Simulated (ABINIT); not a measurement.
# GaP (F-43m): G0W0 with ABINIT, start to end, part 3 of 3

Wanted: ground state, empty states, screening and self-energy for GaP (F-43m).

ABINIT 10.8.3; PBE and many-body steps on it, plane waves. Known limits of the many-body steps: not at the basis limit; exchange with frozen shells missing; no spin-orbit coupling; coarse k mesh.

So far. Step 4 (Empty states on the mesh, 4×4×4 mesh, 50 bands): On this mesh the gap is 1.653 eV. Step 5 (Screening, 4×4×4 mesh, 46 bands, screening to 106.1 eV): Local fields lower ε∞ by 8 %. On a Γ-centred mesh this coarse the value itself is usually too large, while a short band sum pulls it down.

### 6. Self-energy, 4×4×4 mesh, 46 bands, screening to 106.1 eV

The self-energy is evaluated for the states that the input lists, and the levels follow from it, in one-shot runs by the linearised quasiparticle equation.

This step: G0W0 on PBE, plane waves, norm-conserving pseudopotentials.

run.abi

```
acell 3*1.0 Angstrom
rprim 
  0.000000000000 2.725250000000 2.725250000000
  2.725250000000 0.000000000000 2.725250000000
  2.725250000000 2.725250000000 0.000000000000
ntypat 2
znucl 31 15
natom 2
typat 1 2
xred 
  0.000000000000 0.000000000000 0.000000000000
  0.250000000000 0.250000000000 0.250000000000
pp_dirpath "pseudos"
pseudos "Ga.upf, P.upf"
ecut 36
ngkpt 4 4 4
nshiftk 1
shiftk 0 0 0
kptopt 1
chksymbreak 0
istwfk *1
occopt 1
irdwfk 1
optdriver 4
nband 46
gwcalctyp 0
ecutsigx 36
symsigma 1
nkptgw 2
kptgw 
  0.0000000000 0.0000000000 0.0000000000
  0.5000000000 0.5000000000 0.0000000000
bdgw 
  7 13
  8 11
ecuteps 3.9
irdscr 1
ppmodel 1
indata_prefix "in"
outdata_prefix "out"
tmpdata_prefix "tmp"
```

Run with:

```bash
OMP_NUM_THREADS=1 mpirun -n 4 abinit run.abi > log
```

Numbers of over 12 decimals in the logs are rounded to 6 here.

Output:

```text
.Version 10.8.3 of ABINIT. v10.8.2 released Aug 2026.

 Symmetries : space group F-4 3 m (#216); Bravais cF (face-center cubic)
[... echo of the input left out ...]
== DATASET  1 ==================================================================
-   mpi_nproc: 4, omp_nthreads: 1 (-1 if OMP is not activated)

--- !DatasetInfo
iteration_state: {dtset: 1, }
dimensions: {natom: 2, nkpt: 8, mband: 46, nsppol: 1, nspinor: 1, nspden: 1, mpw: 2832, }
cutoff_energies: {ecut:  36.0, pawecutdg:  -1.0, }
electrons: {nelect:   1.80000000E+01, charge:   0.00000000E+00, occopt:   1.00000000E+00, tsmear:   1.00000000E-02, }

 SIGMA: Calculation of the GW corrections

 Based on a program developped by R.W. Godby, V. Olevano, G. Onida, and L. Reining.
 Incorporated in ABINIT by V. Olevano, G.-M. Rignanese, and M. Torrent.
.Using double precision arithmetic ; gwpc =  8

[... cell and pseudopotentials left out ...]
--------------------------------------------------------------------------------

 ==== K-mesh for the wavefunctions ====
 Number of points in the irreducible wedge :     8
[... list of points left out ...]
 Together with 24 symmetry operations and time-reversal symmetry
 yields    64 points in the full Brillouin Zone.

 ==== Q-mesh for screening function ====
 Number of points in the irreducible wedge :     8
[... list of points left out ...]
 Together with 24 symmetry operations and time-reversal symmetry
 yields    64 points in the full Brillouin Zone.

 vcoul_init : cutoff-mode = AUXILIARY_FUNCTION
 q-points for optical limit:   1
     1)      0.000010    0.000020    0.000030
 setmesh: FFT mesh size selected  =    40x   40x   40
          total number of points  =        64000

 Number of electrons calculated from density =   18.0000; Expected =   18.0000
 average of density, n =  0.065891
 r_s =    1.5359
 omega_plasma =   24.7610 [eV]

 === KS Band Gaps ===
  >>>> For spin  1
   Minimum direct gap =   1.8169 [eV], located at k-point      :   0.0000  0.0000  0.0000
   Fundamental gap    =   1.6526 [eV], Top of valence bands at :   0.0000  0.0000  0.0000
                                       Bottom of conduction at :   0.5000  0.5000  0.0000
 SIGMA fundamental parameters:
 PLASMON POLE MODEL  1
 number of plane-waves for SigmaX                 2741
 number of plane-waves for SigmaC and W            113
 number of plane-waves for wavefunctions          2741
 number of bands                                    46
 number of independent spin polarizations            1
 number of spinorial components                      1
 number of k-points in IBZ                           8
 number of q-points in IBZ                           8
 number of symmetry operations                      24
 number of k-points in BZ                           64
 number of q-points in BZ                           64
 number of frequencies for dSigma/dE                 9
 frequency step for dSigma/dE [eV]                0.25
 number of omega for Sigma on real axis              0
 max omega for Sigma on real axis  [eV]           0.00
 zcut for avoiding poles [eV]                     0.10

 EPSILON^-1 parameters (SCR file):
 dimension of the eps^-1 matrix on file            113
 dimension of the eps^-1 matrix used               113
 number of plane-waves for wavefunctions          2741
 number of bands                                    46
 number of q-points in IBZ                           8
 number of frequencies                               2
 number of real frequencies                          1
 number of imag frequencies                          1

 matrix elements of self-energy operator (all in [eV])

 Perturbative Calculation

--- !SelfEnergy_ee
iteration_state: {dtset: 1, }
kpoint     : [   0.000,    0.000,    0.000, ]
spin       : 1
KS_gap     :    1.817
QP_gap     :    2.366
Delta_QP_KS:    0.549
data: !SigmaeeData |
     Band     E0 <VxcDFT>   SigX SigC(E0)      Z dSigC/dE  Sig(E)    E-E0       E
        7   4.357 -12.838 -14.651   1.597   0.783  -0.278 -13.007  -0.169   4.188
        8   4.357 -12.838 -14.651   1.597   0.783  -0.278 -13.007  -0.169   4.188
        9   4.357 -12.838 -14.651   1.597   0.783  -0.278 -13.007  -0.169   4.188
       10   6.174 -12.306  -7.906  -3.918   0.788  -0.269 -11.925   0.380   6.554
       11   8.244 -10.862  -6.778  -3.807   0.794  -0.260 -10.643   0.220   8.464
       12   8.244 -10.862  -6.778  -3.807   0.794  -0.260 -10.643   0.220   8.464
       13   8.244 -10.862  -6.778  -3.807   0.794  -0.260 -10.643   0.220   8.464

--- !SelfEnergy_ee
iteration_state: {dtset: 1, }
kpoint     : [   0.500,    0.500,    0.000, ]
spin       : 1
KS_gap     :    4.335
QP_gap     :    5.093
Delta_QP_KS:    0.757
data: !SigmaeeData |
     Band     E0 <VxcDFT>   SigX SigC(E0)      Z dSigC/dE  Sig(E)    E-E0       E
        8   1.674 -11.507 -14.675   2.436   0.772  -0.296 -12.072  -0.565   1.110
        9   1.674 -11.507 -14.675   2.436   0.772  -0.296 -12.072  -0.565   1.110
       10   6.010  -9.355  -5.501  -3.615   0.807  -0.239  -9.162   0.193   6.202
       11   6.179 -10.511  -6.390  -3.667   0.800  -0.250 -10.148   0.363   6.542

== END DATASET(S) ==============================================================
================================================================================

 -outvars: echo values of variables after computation  --------
           etotal      0.0000000000E+00
            nband          46
             nkpt           8
          spgroup         216
 [... the other variables as echoed above ...]

 Calculation completed.
```

The job ended after 3.1 s (4 MPI ranks of Arm Neoverse V2, shared host; peak memory 0.37 GiB).

This step gave:

```
G0W0 gap on the points computed              : 2.014 eV
starting gap on the mesh                     : 1.653 eV
k of the valence top                         : 0, 0, 0
k of the conduction bottom                   : 0.5, 0.5, 0
Z at the valence top                         : 0.783
Z at the conduction bottom                   : 0.807
least direct G0W0 gap on the computed points : 2.366 eV
```

The gap on the mesh goes from 1.65 eV to 2.01 eV, a correction of +0.36 eV.

Limits: finite bands, cutoff and mesh; exchange with frozen shells missing; no spin-orbit coupling; coarse k mesh. v1 is the top filled band, c1 the lowest empty one. Levels before and after the correction, in eV, zero at the valence-band top of each column:

```
           conduction bottom  valence top
Kohn-Sham               1.65         0.00
     G0W0               2.01         0.00
```

|  | level | energy (eV) |
| --- | --- | --- |
| Kohn-Sham | Γ v3-v1 | 0.000 |
| Kohn-Sham | Γ c1 | 1.817 |
| Kohn-Sham | Γ c2-c4 | 3.887 |
| Kohn-Sham | (0.5 0.5 0) v2-v1 | -2.683 |
| Kohn-Sham | (0.5 0.5 0) c1 | 1.653 |
| Kohn-Sham | (0.5 0.5 0) c2 | 1.822 |
| G0W0 | Γ v3-v1 | 0.000 |
| G0W0 | Γ c1 | 2.366 |
| G0W0 | Γ c2-c4 | 4.276 |
| G0W0 | (0.5 0.5 0) v2-v1 | -3.078 |
| G0W0 | (0.5 0.5 0) c1 | 2.014 |
| G0W0 | (0.5 0.5 0) c2 | 2.354 |

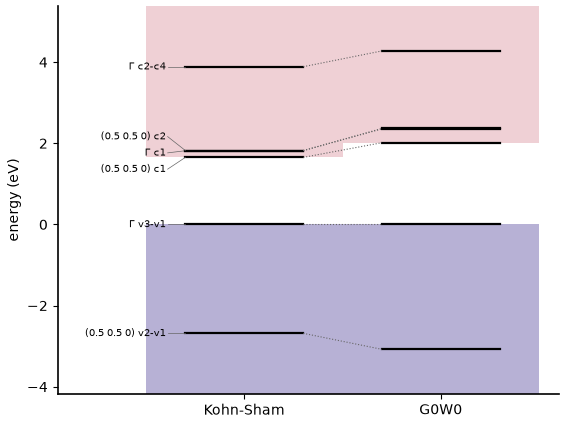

Levels before and after the correction. Shaded: valence and conduction bands.

### 7. Where the time went

Times are wall times on 4 MPI ranks of Arm Neoverse V2, shared host, good to a factor of about two.

```
                          step   time  share  memory (GiB)
                  ground state  6.9 s   21 %          0.29
bands along the symmetry lines   10 s   31 %          0.28
      empty states on the mesh  7.4 s   23 %          0.26
                     screening  5.2 s   16 %          0.46
                   self-energy  3.1 s    9 %          0.37
```

### 8. Outcome

```json
{
 "PBE gap": "1.59 eV, indirect",
 "G0W0 gap on the mesh": "2.01 eV",
 "G0W0 gap over the zone (rigid shift)": "1.95 eV",
 "GW settings": "4×4×4 mesh, 46 bands, screening to 106.1 eV, Godby-Needs plasmon pole",
 "known limits": "not at the basis limit; exchange with frozen shells missing; no spin-orbit coupling; coarse k mesh"
}
```

In words: G0W0 moves the gap on the mesh from 1.65 eV to 2.01 eV (+0.36 eV), with Z of 0.78 and 0.81 at the edges. The mesh misses the band edges by 0.06 eV in all; a rigid shift gives 1.95 eV for the zone. Local fields lower the RPA ε∞ on this mesh from 19.59 to 18.02; a Γ-centred mesh this coarse tends to raise both, most where the direct gap is narrow, while a short band sum lowers them. Only 2 of the mesh's irreducible points were corrected, so a valley elsewhere could overtake. Against experiment, by G0W0@PBE: the gap of 1.95 eV lies −0.30 eV from the measured 2.25 ± 0.04 eV (indirect, 300 K, on Si, 2020). The calculation has static nuclei and no excitons; a measured gap holds zero-point and thermal motion, which mostly lowers it. Bands and cutoff are finite, so the gap is not at the basis limit. The miss can reach some tenths of an eV and take either sign; the mesh is an error of its own. In the G0W0 run levels were corrected at 2 k points alone, so a gap called «on the mesh» is the least over those, and an edge elsewhere would be missed. A denser mesh or path gives a starting gap of 1.59 eV: the GW mesh misses a band edge, so its gaps are not the fundamental one. The 4×4×4 mesh is coarse for this cell, which bears on the long-range parts of exchange and screening. The norm-conserving file of at least one element keeps a d shell over frozen s and p shells of the same row. Exchange with those shells is missing from the self-energy, an error of 0.3 to 0.9 eV in cases checked, whose sign depends on which edge lies on those atoms. The many-body steps are scalar-relativistic: spin-orbit coupling is not in them.

[Paths, hosts, dates, memory and timing lines, banners, echoed tables and standing remarks are left out of the program output.]

[Logs are printed without paths, hosts, clocks, repeated set-up lines and the standing remarks that a program may print on its own settings, such as how far it seeks lower states.]

[Runs of the session that timed out or met a known fault of the program may be left out.]

[Hosts, paths, dates, database ids (printed as entryN), source tags and the programs' standing remarks are cut or masked in the printed files.]

[G0W0 gaps are taken among the corrected bands and points alone; a level outside them can change the order at an edge.]

[Where Ansatz stands beside ABINIT at settings called matched, ABINIT's density can come from a denser mesh and the files from another edition; pairs whose starting gaps differed by over 0.03 eV were left out, so agreement reads better than it is.]
